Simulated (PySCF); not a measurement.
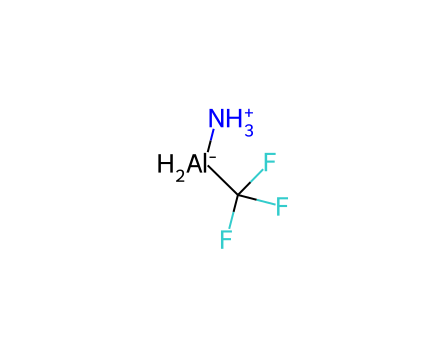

2D structure.

Give its SMILES.

[NH3+][AlH2-][C](F)(F)F

Give the formula, hydrogens included.

CH5AlF3N.

More results for the same structure follow; atom numbers are the same in all pictures, views and colours differ. Computed geometry: GFN2-xTB optimisation. No frequency run is at hand to confirm it as a minimum.

### Shape

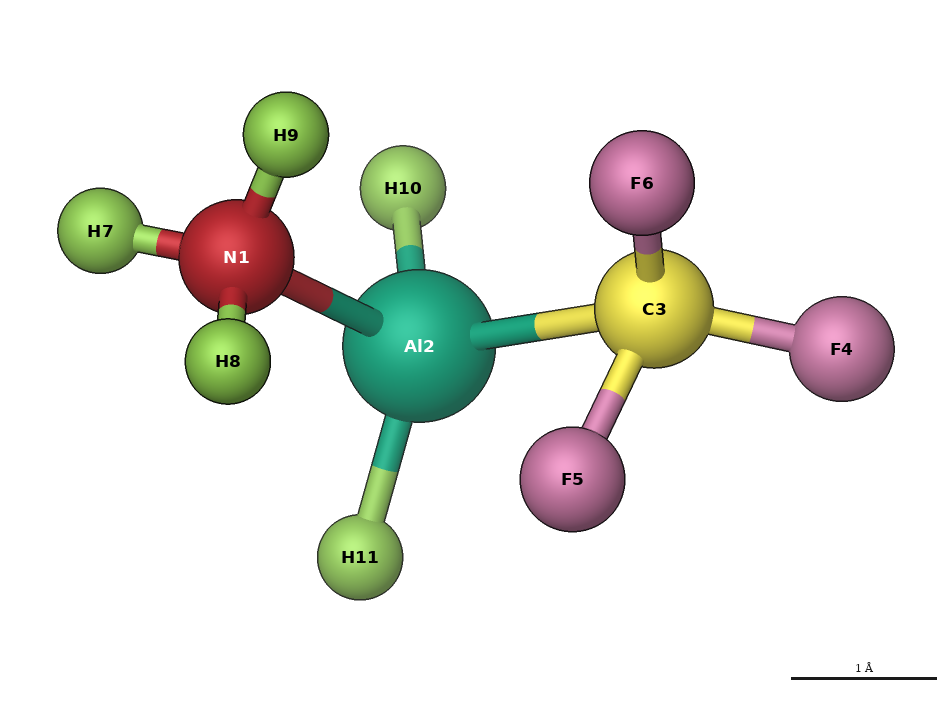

Numbered structure. No frequency run is at hand to confirm it as a minimum.

Give the bond lengths.

```csv
bond,length (Å)
N1–Al2,2.042
N1–H7,1.018
N1–H8,1.023
N1–H9,1.023
Al2–C3,2.071
Al2–H10,1.541
Al2–H11,1.542
C3–F4,1.338
C3–F5,1.425
C3–F6,1.367
```

### Electronic properties

No frequency run is at hand to confirm it as a minimum. Method: PBE0/def2-SVPD, gas phase (PySCF 2.14.0). Excitations: vertical, linear response.

Computed properties:

- dipole moment: 5.64 D
- HOMO energy (Kohn–Sham orbital): −7.57 eV
- LUMO energy (Kohn–Sham orbital): −0.65 eV
- HOMO–LUMO gap: 6.92 eV
- mean static polarisability: 54.9 bohr³
- lowest vertical singlet excitation: 5.83 eV
- its oscillator strength: 0.008
- brightest of the 6 lowest singlets: 7.67 eV
- its oscillator strength: 0.04

### Quadrupole coupling

No frequency run is at hand to confirm it as a minimum. Electric field gradients from the ground-state density, PBE0/pcSseg-1 (PySCF 2.14.0), non-relativistic apart from any core potentials.

Give the largest field-gradient component, the quadrupole coupling constant and the asymmetry for 14N at N1 (Q = 20.44 mb), 27Al at Al2 (Q = 146.6 mb).

```json
{"atom": "N1", "V_zz (a.u.)": "−0.617", "e²qQ/h (MHz)": "−2.97", "η": "0.05"}
{"atom": "Al2", "V_zz (a.u.)": "−0.776", "e²qQ/h (MHz)": "−26.7", "η": "0.97"}
```

### NMR shielding

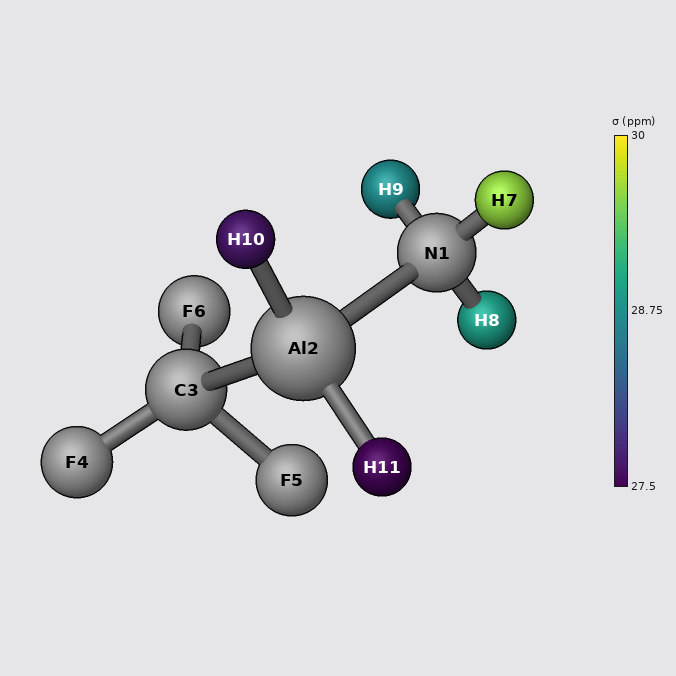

Atoms are coloured by their isotropic NMR shieldings (H only, the others grey). No frequency run is at hand to confirm it as a minimum. Level of theory: GIAO PBE0/pcSseg-1 NMR shielding, non-relativistic, gas phase (PySCF 2.14.0).

List the isotropic NMR shieldings of the H atoms.

```
atom  σ (ppm)
  H7    29.60
  H8    28.91
  H9    28.72
 H10    27.65
 H11    27.54
```

The geometry is semi-empirical. Around Al such bond lengths and angles can be off by a tenth of an ångström or more and by several degrees, and values that hang on the shape move with them.
